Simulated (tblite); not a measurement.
# C2H10FN2Si2: the cost of one run

Programs: tblite 0.8.0 and PySCF 2.14.0. All values are calculated, for the isolated system unless a continuum is named. Atoms count from 0, parts from 1.

### 1 The system as given

17 atoms, charge 0, multiplicity 2; geometry: distance geometry start.

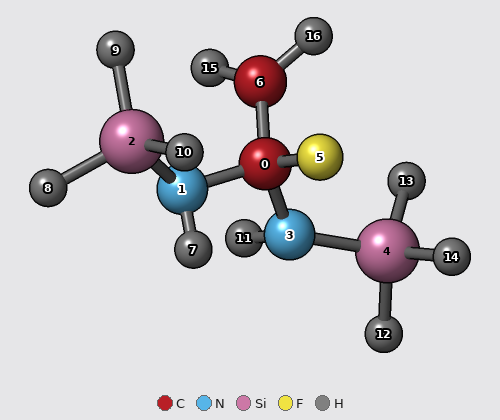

The starting geometry (carbon red, nitrogen blue, silicon pink, fluorine yellow, hydrogen grey), atoms numbered.

### 2 Geometry optimisation with GFN2-xTB

What the job is given:

```
{"job": {"kind": "relax", "xc": "GFN2-xTB", "basis": "xTB"}, "charge": 0, "multiplicity": 2}
C      0.005205    -0.140401     0.178914
N      1.169565     0.573694    -0.260354
Si     2.662560     0.523100     0.533291
N     -1.054377     0.471526    -0.582621
Si    -2.702119     0.243253    -0.337014
F     -0.189789     0.071973     1.480199
C      0.125549    -1.590695    -0.108241
H      0.852203     1.515610    -0.210299
H      3.574002     1.405036    -0.262560
H      3.165394    -0.879331     0.510574
H      2.495188     1.067344     1.899427
H     -0.818092     0.326082    -1.544791
H     -3.407005     1.129217    -1.295632
H     -3.034288    -1.158533    -0.613142
H     -3.043690     0.647023     1.062987
H      0.520001    -1.971975    -1.034503
H     -0.282356    -2.299932     0.624688
```

Level: GFN2-xTB geometry optimisation, gas phase.

Launch:

```
$ OMP_NUM_THREADS=1 python cluster_run.py task.json out
```

One launch serves the whole session: the jobs run in the order shown.

Q: Estimate the wall time of this first job on 1 thread of Intel Xeon Platinum 8259CL at 2.50GHz, shared host.

About 16 s.
